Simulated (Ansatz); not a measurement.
# H₇NSSi₂: what the fields show

```xyz
11

Si   -0.3637    0.0227   -0.9515
N     1.2972    0.8925   -0.3405
S     0.2152   -1.1706   -2.4253
H     1.7083    1.3123   -1.1721
H    -1.0841    1.3153   -1.1898
Si   -1.1096   -0.8775    1.0878
H     1.2105    1.5962    0.3897
H     1.9340    0.1598   -0.0360
H    -0.1196   -1.8710    1.5910
H    -2.4214   -1.5497    0.9031
H    -1.2669    0.1701    2.1436
```

The product side of a reaction path; geometry: PBE0-D4/def2-TZVP.

All numbers below come from Ansatz, RKS PBE0-D4/def2-TZVPP.

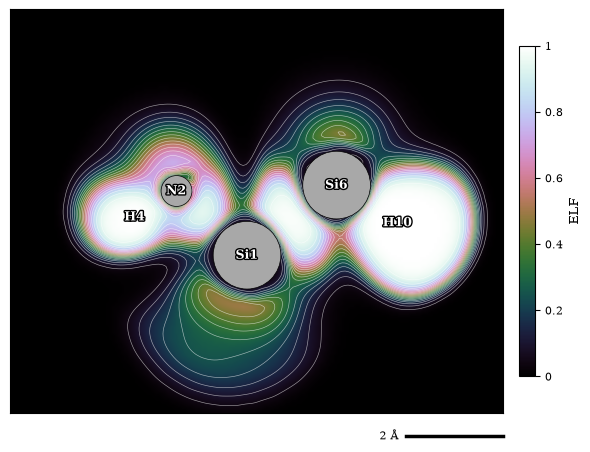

Figure 1. Electron localisation function on the plane of atoms Si1, Si6 and H10. Grey discs cover the atomic cores.

Q: What does the map show?

A: The section cuts through Si, N and H sites.
Si–N (1.97 Å): the ELF peaks at about 0.95 between the atoms: a polar covalent bond.
Si–Si (2.35 Å): the ELF peaks at about 1 between the atoms, as expected for a covalent bond.
N–H (1.02 Å): the ELF climbs to about 1 towards the hydrogen, as it does in any bond to H: an ordinary covalent bond to hydrogen.
Si–H (1.49 Å): the ELF climbs to about 1 towards the hydrogen.

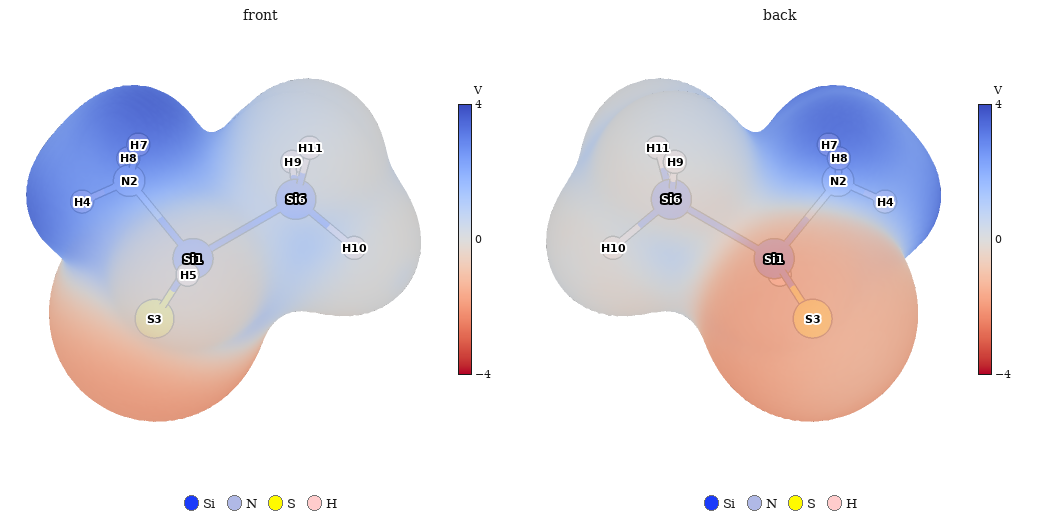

Figure 2. The electrostatic potential painted on the density surface at 0.002 e/bohr³, seen from the front and from behind; the colour scale runs from red (negative) to blue (positive).

Q: Where is the surface potential most negative and most positive?

A: The most negative region (about −1.8 V) lies over S3, the most positive (about +3.4 V) over H7.

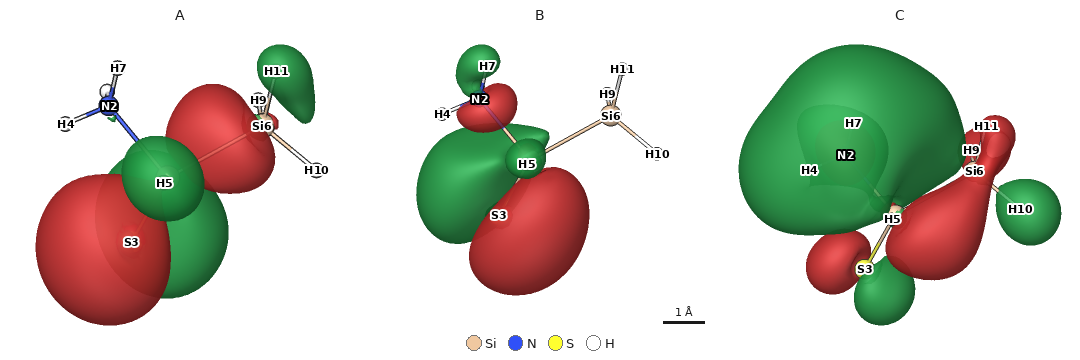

Figure 3. Three frontier orbitals at ±0.06 Å⁻³ᐟ² (green and red are the two phases), in no order.

Q: Which picture is the HOMO−1, the HOMO and the LUMO?

A: B is the HOMO−1 (−6.25 eV). Its weight (Hirshfeld) is mainly on S3 (about 75 %) and Si1 (about 15 %); largely a lone pair of S3. A is the HOMO (−5.84 eV). By Hirshfeld shares it lies mainly on S3 (about 75 %), Si1 (about 15 %) and Si6 (about 5 %); largely a lone pair of S3. C is the LUMO (−0.84 eV). By Hirshfeld shares it lies mainly on Si1 (about 20 %), H7 (about 15 %), Si6 (about 15 %), N2 (about 15 %), H4 (about 10 %) and H8 (about 10 %).

Q: What is the HOMO–LUMO gap?

A: 5.00 eV between the orbital energies.
